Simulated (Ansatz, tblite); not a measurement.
**C₂₈H₃₀Si₂: which spin state is lowest**

Is the singlet the ground state of C₂₈H₃₀Si₂? Other spin states are computed and compared level by level.

Program: Ansatz 0.2.0, Gaussian basis. Level of theory: as each input shows. These are calculated values, not measurements.

Levels to be run: triplet, at the geometry of the singlet (GFN1-xTB, GFN2-xTB, PBE0-D4/def2-TZVP, PBE-D4/def2-TZVP); the singlet's energies come from earlier runs.

## 1. The structure

The geometry is that of the singlet, from an earlier relaxation (PBE-D4/def2-SVP).

60 atoms, charge 0, spin multiplicity 1.

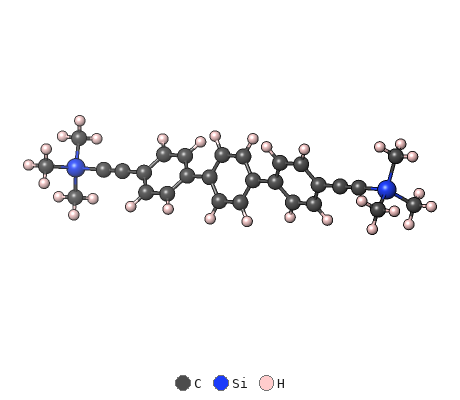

The geometry (carbon dark grey, silicon blue, hydrogen pink).

## 2. Triplet at the fixed geometry, GFN1-xTB

Tight binding, by tblite at 300 K electronic temperature and without a spin-polarisation term:

```python
tblite.interface.Calculator('GFN1-xTB', numbers, positions, charge=0, uhf=2).singlepoint()
```

Energy -2146.0092 eV; 0.22 s.

## 3. Triplet at the fixed geometry, GFN2-xTB

Tight binding, by tblite at 300 K electronic temperature and without a spin-polarisation term:

```python
tblite.interface.Calculator('GFN2-xTB', numbers, positions, charge=0, uhf=2).singlepoint()
```

Energy -2134.3194 eV; 0.19 s.

## 4. Triplet at the fixed geometry, PBE0-D4/def2-TZVP

File in.yaml:

```yaml
crystal:
  periodic: [false, false, false]
  atoms:
    - {symbol: C, position_ang: [-10.747364, 2.320080, -0.817891]}
    - {symbol: Si, position_ang: [-10.259788, 0.602474, -0.195412]}
    - {symbol: C, position_ang: [-10.912298, 0.325149, 1.557953]}
    - {symbol: C, position_ang: [-10.919815, -0.733568, -1.360118]}
    - {symbol: C, position_ang: [-8.415495, 0.493815, -0.160388]}
    - {symbol: C, position_ang: [-7.181469, 0.420611, -0.137317]}
    - {symbol: C, position_ang: [-5.759378, 0.337039, -0.110307]}
    - {symbol: C, position_ang: [-4.957004, 1.410955, -0.574674]}
    - {symbol: C, position_ang: [-3.564384, 1.324420, -0.544796]}
    - {symbol: C, position_ang: [-2.907589, 0.170127, -0.054785]}
    - {symbol: C, position_ang: [-1.430158, 0.083477, -0.026445]}
    - {symbol: C, position_ang: [-0.631380, 1.229482, 0.192955]}
    - {symbol: C, position_ang: [0.762927, 1.147249, 0.222195]}
    - {symbol: C, position_ang: [1.430139, -0.084292, 0.028150]}
    - {symbol: C, position_ang: [2.907576, -0.170957, 0.056218]}
    - {symbol: C, position_ang: [3.602232, -1.101271, -0.753594]}
    - {symbol: C, position_ang: [4.995091, -1.186484, -0.731798]}
    - {symbol: C, position_ang: [5.759381, -0.338138, 0.110103]}
    - {symbol: C, position_ang: [7.181505, -0.421343, 0.136978]}
    - {symbol: C, position_ang: [8.415596, -0.492794, 0.161469]}
    - {symbol: Si, position_ang: [10.259927, -0.600625, 0.194387]}
    - {symbol: C, position_ang: [10.764032, -1.930762, 1.441069]}
    - {symbol: C, position_ang: [10.950568, 1.081909, 0.711971]}
    - {symbol: C, position_ang: [10.864922, -1.059839, -1.537425]}
    - {symbol: C, position_ang: [5.068227, 0.595572, 0.924483]}
    - {symbol: C, position_ang: [3.675120, 0.673616, 0.893715]}
    - {symbol: C, position_ang: [0.631432, -1.229907, -0.193528]}
    - {symbol: C, position_ang: [-0.763020, -1.148552, -0.217638]}
    - {symbol: C, position_ang: [-3.712997, -0.898368, 0.407192]}
    - {symbol: C, position_ang: [-5.106309, -0.821505, 0.383620]}
    - {symbol: H, position_ang: [-11.851925, 2.422684, -0.853226]}
    - {symbol: H, position_ang: [-10.348810, 3.111956, -0.151940]}
    - {symbol: H, position_ang: [-10.351859, 2.499974, -1.838009]}
    - {symbol: H, position_ang: [-12.020681, 0.381906, 1.573757]}
    - {symbol: H, position_ang: [-10.612697, -0.671509, 1.940443]}
    - {symbol: H, position_ang: [-10.517344, 1.091462, 2.255112]}
    - {symbol: H, position_ang: [-10.620993, -1.744153, -1.015456]}
    - {symbol: H, position_ang: [-12.028312, -0.697672, -1.404276]}
    - {symbol: H, position_ang: [-10.528591, -0.593661, -2.388035]}
    - {symbol: H, position_ang: [-5.447801, 2.312691, -0.969148]}
    - {symbol: H, position_ang: [-2.967132, 2.161458, -0.936645]}
    - {symbol: H, position_ang: [-1.115608, 2.202563, 0.363781]}
    - {symbol: H, position_ang: [1.351696, 2.063289, 0.379541]}
    - {symbol: H, position_ang: [3.036257, -1.753257, -1.435870]}
    - {symbol: H, position_ang: [5.516128, -1.908975, -1.376876]}
    - {symbol: H, position_ang: [11.869317, -2.022327, 1.485792]}
    - {symbol: H, position_ang: [10.396805, -1.682630, 2.457359]}
    - {symbol: H, position_ang: [10.347005, -2.918596, 1.158984]}
    - {symbol: H, position_ang: [12.059675, 1.054502, 0.743641]}
    - {symbol: H, position_ang: [10.584266, 1.369073, 1.718350]}
    - {symbol: H, position_ang: [10.645341, 1.873620, -0.001729]}
    - {symbol: H, position_ang: [11.972081, -1.135721, -1.555611]}
    - {symbol: H, position_ang: [10.559124, -0.296225, -2.280848]}
    - {symbol: H, position_ang: [10.447437, -2.035667, -1.858206]}
    - {symbol: H, position_ang: [5.645506, 1.253704, 1.590248]}
    - {symbol: H, position_ang: [3.163898, 1.388993, 1.555360]}
    - {symbol: H, position_ang: [1.114662, -2.208842, -0.330372]}
    - {symbol: H, position_ang: [-1.350777, -2.058724, -0.409126]}
    - {symbol: H, position_ang: [-3.233074, -1.798725, 0.819447]}
    - {symbol: H, position_ang: [-5.713817, -1.658731, 0.757206]}
basis:
  gaussian: {orbitals: def2-TZVP, fitting: {mean_field: def2-universal-jkfit}}
magnetization: {spin_polarized: true, initial_magnetization: 2}
hamiltonian: {xc: pbe0, dispersion: d4}
scf: {omitted_lower_state_checks: [starts]}
output: {orbitals: {seedname: orbitals}}
```

Started as:

```console
$ ansatz run in.yaml --threads 2 --pin off --events-out ev --progress --plain --max-ram 32768MiB --backend cuda --devices 0, --max-vram 18GiB
```

Log:

```text
Functional definition: PBE0
  name "PBE0"
  cite "Adamo & Barone, J. Chem. Phys. 110, 6158 (1999) doi:10.1063/1.478522"
  cite "Perdew, Burke & Ernzerhof, Phys. Rev. Lett. 77, 3865 (1996) doi:10.1103/PhysRevLett.77.3865"
  parent pbe
  parameter a = 0.25
  parameter kappa = 0.804
  parameter beta = 0.06672455060314922
  exchange = (1 - a)*pbe_x(kappa = kappa, mu = beta*pi^2/3) + a*exact_x
  correlation = pbe_c(beta = beta)
these checks for a lower state are left out or cut short: starts
2896 factors; integrals over basis functions are off by at most 3.6e-1 eV
mean field evaluation 1: about -45200.2412 eV, gradient 9.9e1 eV
mean field evaluation 2: about -45198.4461 eV, gradient 9.7e1 eV
mean field evaluation 4: about -45245.3798 eV, gradient 1.1e1 eV
mean field evaluation 8: about -45246.1957 eV, gradient 7.3e-1 eV
mean field evaluation 16: about -45246.2048 eV, gradient 1.6e-2 eV
mean field evaluation 32: about -45246.2048 eV, gradient 3.0e-4 eV
mean field -45246.20483104 eV, -1662.7673585615 hartree, gradient 6.7e-6 eV, S^2 2.031527; 0 other end points of the search recorded, 0 dependent functions left out
reference -45246.20492848 eV, -1662.7673621425 hartree; 114, 112 occupied and 1008, 1010 virtual orbitals, 2896 factors
Total energy: -45247.97456604 eV, -1662.8323951232 hartree
Checks for a lower state left out: starts
```

Wall time 48 s (1 × H100 (card shared with other runs) with 2 threads of AMD EPYC 7R13, shared host); peak host memory 2 GiB.

HOMO -3.23 eV, LUMO -4.81 eV (over both spins; with the spin held, an empty level of the minority spin lies below the top filled one); ⟨S²⟩ 2.032 (pure: 2.00).

## 5. Triplet at the fixed geometry, PBE-D4/def2-TZVP

start.molden holds the orbitals of an earlier run on this state, given as this run's starting guess.

in.yaml: that of step 4 with these lines changed.

```diff
@@ -64,5 +64,5 @@
 basis:
-  gaussian: {orbitals: def2-TZVP, fitting: {mean_field: def2-universal-jkfit}}
+  gaussian: {orbitals: def2-TZVP, fitting: {mean_field: def2-universal-jkfit}, initial_orbitals: start.molden}
 magnetization: {spin_polarized: true, initial_magnetization: 2}
-hamiltonian: {xc: pbe0, dispersion: d4}
+hamiltonian: {xc: pbe, dispersion: d4}
 scf: {omitted_lower_state_checks: [starts]}
```

Same command.

Log:

```text
Functional definition: PBE
  name "PBE"
  cite "Perdew, Burke & Ernzerhof, Phys. Rev. Lett. 77, 3865 (1996) doi:10.1103/PhysRevLett.77.3865"
  parent pbe
  parameter kappa = 0.804
  parameter beta = 0.06672455060314922
  exchange = pbe_x(kappa = kappa, mu = beta*pi^2/3)
  correlation = pbe_c(beta = beta)
these checks for a lower state are left out or cut short: starts
2896 factors; integrals over basis functions are off by at most 3.6e-1 eV
mean field evaluation 1: about -45241.3616 eV, gradient 1.6e1 eV
mean field evaluation 2: about -45241.9470 eV, gradient 6.7e-1 eV
mean field evaluation 4: about -45241.9693 eV, gradient 1.9e-1 eV
mean field evaluation 8: about -45241.9697 eV, gradient 2.8e-5 eV
mean field -45241.96972083 eV, -1662.6117211320 hartree, gradient 4.9e-6 eV, S^2 2.005366; 0 other end points of the search recorded, 0 dependent functions left out
reference -45241.96985426 eV, -1662.6117260353 hartree; 114, 112 occupied and 1008, 1010 virtual orbitals, 2896 factors
Total energy: -45244.02202664 eV, -1662.6871419796 hartree
Checks for a lower state left out: starts
```

Run time: 34 s. Hardware: 1 × H100 (card shared with other runs) with 2 threads of AMD EPYC 7R13, shared host; peak host memory 1.9 GiB.

Report: HOMO -2.78 eV, LUMO -5.11 eV (over both spins; with the spin held, an empty level of the minority spin lies below the top filled one); ⟨S²⟩ 2.005 (pure: 2.00).

## 6. Triplet less singlet, vertical

The singlet's energies are those of its earlier runs, whose logs aren't repeated here.

| level | triplet less singlet, vertical (kJ/mol) | time |
| --- | --- | --- |
| GFN1-xTB | +250.7 | 0.41 s |
| GFN2-xTB | +254.4 | 0.35 s |
| PBE-D4/def2-TZVP | +240.8 | 54 s |
| PBE0-D4/def2-TZVP | +280.7 | 58 s |

Times add the two runs; a level without a time comes out of a correlated run. Tight binding without a spin term can't rank spin states.

## 7. Summary of results

```
                                                quantity                                       value
triplet less singlet, vertical, functionals in def2-TZVP  +240.8 (PBE-D4) to +280.7 kJ/mol (PBE0-D4)
```

What this shows: All functionals put the triplet above the singlet, over a spread of 39.9 kJ/mol. The checks for a lower triplet were left out, so another state of that spin may lie lower. These are electronic energies, without zero-point motion, entropy or surroundings.
